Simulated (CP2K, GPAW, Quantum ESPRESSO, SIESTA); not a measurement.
# How far do other methods lie from plane waves? C(110) slab, H on the bottom face (210 atoms)

Aim: forces and gap of C(110) slab, H on the bottom face (210 atoms) at one geometry, from other programs and methods, against plane-wave PBE.

Results are calculated, not measured.

## 1. The structure

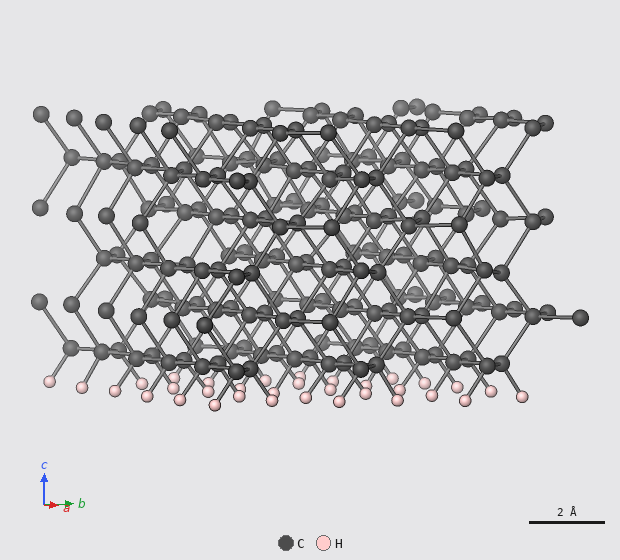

The cell (carbon dark grey, hydrogen pink). Some periodic images of atoms are drawn too.

The cell holds 210 atoms (180 C and 30 H), with edges of 12.61, 10.70 and 19.20 Å. Recipe: diamond-structure C (a = 3.567 Å), (110) slab of 6 atomic planes, 5 x 3 surface cells, H on the broken bonds of the bottom face, 12 Å of vacuum; displaced by a Gaussian of 0.02 Å. Then every atom was moved at random, 0.03 Å r.m.s. a Cartesian component (hydrogen 0.6 of that).

## 2. The reference input

Quantum ESPRESSO 7.5: Kohn-Sham DFT, PBE, SSSP efficiency 1.3.0 pseudopotentials, plane waves. Its input, pw.in:

```
&control
  calculation = 'scf'
  pseudo_dir = './pseudo'
  outdir = './tmp'
  disk_io = 'none'
  tprnfor = .true.
/
&system
  ibrav = 0
  nat = 210
  ntyp = 2
  ecutwfc = 60
  ecutrho = 480
  nosym = .true.
  occupations = 'smearing'
  smearing = 'fd'
  degauss = 0.003675
/
&electrons
  conv_thr = 1.1e-06
  electron_maxstep = 100
  mixing_beta = 0.2
  mixing_mode = 'local-TF'
  diagonalization = 'david'
/
ATOMIC_SPECIES
C 12.011 C.upf
H 1.008 H.upf
CELL_PARAMETERS angstrom
12.61125 0.00000 0.00000
0.00000 10.70100 0.00000
0.00000 0.00000 19.19561
ATOMIC_POSITIONS crystal
C 0.90047 0.16544 0.35868
C 0.99961 0.08516 0.35876
C 0.00217 0.99974 0.42430
C 0.89902 0.25417 0.42472
[... 204 atom lines left out ...]
H 0.70084 0.89406 0.31327
H 0.79850 0.69394 0.31268
K_POINTS gamma
```

```console
$ OMP_NUM_THREADS=1 pw.x -in pw.in > output.txt
```

Elapsed: 55 min, on 1 thread of Arm Neoverse V2, shared host; peak memory 16 GiB.

It converged with an r.m.s. force component of 1.7 eV/Å.

Its highest filled and lowest empty levels lie 0.55 eV apart on its k-points.

## 3. The other programs

- CP2K 2026.2: Gaussian basis with GTH pseudopotentials and a plane-wave density; labels give functional, basis (MOLOPT sets; SR short-range, UZH the newer set with its own potentials), grid cutoff/relative cutoff and solver (OT: orbital transformation; TRS4, TC2, SIGN: linear-scaling purification with its sparsity filter), or its built-in tight binding.
- GPAW 26.7.0: PAW with atomic orbitals (LCAO), plane waves or a real-space grid of spacing h.
- Quantum ESPRESSO 7.5: plane waves; labels (QE) give functional, pseudopotential set and cutoffs of waves/density.
- SIESTA 5.4.2: numerical atomic orbitals, whose automatically made sets are far from complete, with PseudoDojo norm-conserving potentials that we converted to its format (checked against plane waves on the same files for H, C, O, Si, Ge and Ca alone); labels give functional, basis size, energy shift and mesh cutoff.

All use the same cell and atoms, and the electronic-structure runs the same k-mesh.

## 4. Side by side

Differences are against the reference: forces as r.m.s. over components, share as that over the reference's r.m.s. force, slope as the fitted ratio of a run's forces to the reference's.

```
                                                          run  Δ force, r.m.s. (meV/Å)  share (%)  slope  Δ gap (eV)  cores  CPU time  memory (GiB)
                                                    reference                        -          -      -           -      1    55 min            16
CP2K PBE, DZVP-MOLOPT-SR, 225/50 Ry, diagonalisation (coarse)                     44.5       2.58  1.014     -0.0119      4    19 min           3.6
CP2K PBE, DZVP-MOLOPT-SR, 450/20 Ry, diagonalisation (coarse)                     36.9       2.14  1.013     -0.0126      4    15 min           6.6
         CP2K PBE, DZVP-MOLOPT-SR, 450/50 Ry, diagonalisation                     34.6       2.00  1.014     -0.0121      4    21 min           6.6
 CP2K PBE, SZV-MOLOPT-SR, 450/50 Ry, diagonalisation (coarse)                      549       31.8  1.267     -0.0571      2   7.4 min           4.8
                                  GPAW PBE, LCAO dzp, h 0.2 Å                      168       9.71  1.024     -0.0215      4    20 min           4.5
            GPAW PBE, LCAO dzp, h 0.2 Å, other mixer settings                      168       9.72  1.024     -0.0216      4    23 min           4.3
            QE PBE, sssp-1.3.0-efficiency, 35/280 Ry (coarse)                     12.3      0.715  0.998     -2.0e-4      4    32 min           7.5
          SIESTA PBE, DZ, shift 0.01 Ry, mesh 300 Ry (coarse)                      233       13.5  1.067      0.0055      2   4.2 min           1.5
                  SIESTA PBE, DZP, shift 0.01 Ry, mesh 300 Ry                      200       11.6  1.034     -0.0283      4    16 min           3.1
         SIESTA PBE, DZP, shift 0.04 Ry, mesh 300 Ry (coarse)                      114       6.59  1.020           -      4   7.9 min           2.3
         SIESTA PBE, SZP, shift 0.01 Ry, mesh 300 Ry (coarse)                      631       36.6  1.052     -0.0961      4   9.2 min           2.5
```

Rows marked coarse were listed beforehand as settings not expected to be converged; some can still land near the reference.

CPU time is summed over cores on shared hosts, so it is rough.

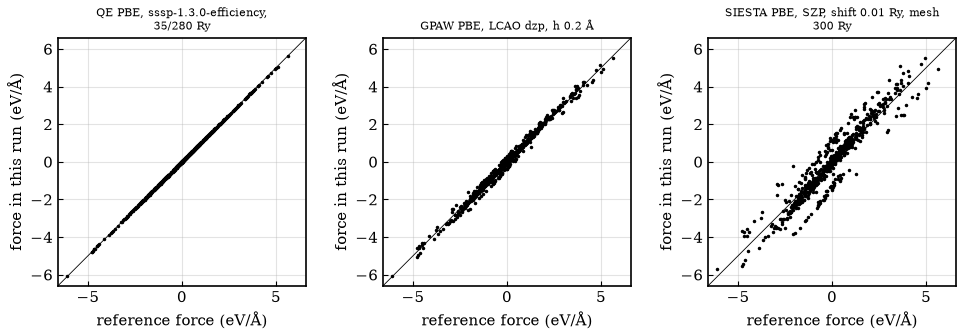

Force components against those of the reference; the line marks equality.

## 5. Findings

Forces lie from 0.71 % (QE PBE, sssp-1.3.0-efficiency, 35/280 Ry, coarse) to 37 % (SIESTA PBE, SZP, shift 0.01 Ry, mesh 300 Ry, coarse) of the reference's r.m.s. force of 1.7 eV/Å away from it. The PBE runs in local orbitals, coarse settings apart, differ by 2.0 % (CP2K PBE, DZVP-MOLOPT-SR, 450/50 Ry, diagonalisation) to 12 % (SIESTA PBE, DZP, shift 0.01 Ry, mesh 300 Ry); basis, grid and potentials can all enter. Runs with settings chosen to be coarse differ by 0.71 % (QE PBE, sssp-1.3.0-efficiency, 35/280 Ry) to 37 % (SIESTA PBE, SZP, shift 0.01 Ry, mesh 300 Ry), their programs' other errors included. CP2K PBE, SZV-MOLOPT-SR, 450/50 Ry, diagonalisation stiffens the forces by a factor of 1.27 while following their directions (correlation 0.991); the slopes of the 4 CP2K runs lie between 1.01 and 1.27.

In GPAW PBE, LCAO dzp, h 0.2 Å the difference has nearly one length on every H (0.50 eV/Å) and points along its bond, outwards: this method prefers longer bonds, and stiff bonds to hydrogen turn a small shift into a large force. From CP2K PBE, DZVP-MOLOPT-SR, 225/50 Ry, diagonalisation to the finer CP2K PBE, DZVP-MOLOPT-SR, 450/50 Ry, diagonalisation the share falls from 2.6 to 2.0 %. Gaps at PBE, coarse settings apart, lie -0.03 to -0.01 eV from the reference's, on k-points that hold the band edges only if these fold onto them.

Caveats: The runs have no spin polarisation, so any moments at edges, vacancies or dangling bonds can't form. The electronic-structure runs sample only Γ, in a cell whose shortest periodic width is 11 Å. The slab repeats along its normal with no dipole correction. Where levels are smeared, the DFT runs use Fermi–Dirac occupations at 580 K (0.05 eV), and energies are free energies. The atoms were displaced at random, and shares hang on the size of the forces that this gives. The reference's cutoffs and mesh weren't converged further here.

[Logs are printed without paths, hosts, clocks, repeated set-up lines and the standing remarks that a program may print on its own settings, such as how far it seeks lower states.]

[Hosts, paths, dates, database ids (printed as entryN), source tags and the programs' standing remarks are cut or masked in the printed files.]

[Cells were taken only where this reference lay near another plane-wave run.]
